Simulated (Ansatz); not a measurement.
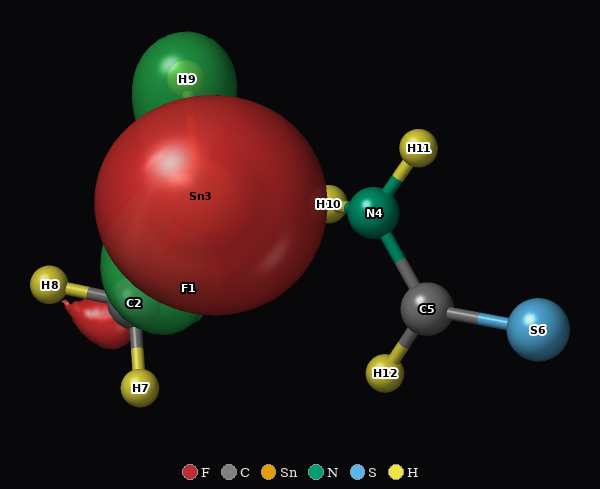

The picture shows: C$_{2}$H$_{6}$FNSSn. The HOMO at ±0.15 Å⁻³ᐟ² (green and red are the two phases), seen at a tilt.

Core potentials replace the inner electrons of Sn.

Theory: RHF/def2-SVP (Ansatz 0.2.0).

```xyz
12

F    -0.8846   -1.0573    1.1104
C    -0.2431   -1.7524    0.0870
Sn    1.5480   -0.6158   -0.6955
N     0.1104    1.4089    0.2034
C    -0.9613    1.7672   -0.5771
S    -1.0320    3.0469   -1.5517
H    -0.9909   -1.9369   -0.6857
H     0.0597   -2.7201    0.4916
H     2.2254   -0.4414    0.9335
H    -0.1322    0.8870    1.0306
H     0.7725    2.1486    0.3632
H    -1.7825    1.0586   -0.4957
```

Describe this orbital and give its energy.

Answer. It lies mainly on Sn3 (about 75 %), C2 (about 10 %) and H9 (about 10 %). Its energy is −8.33 eV.
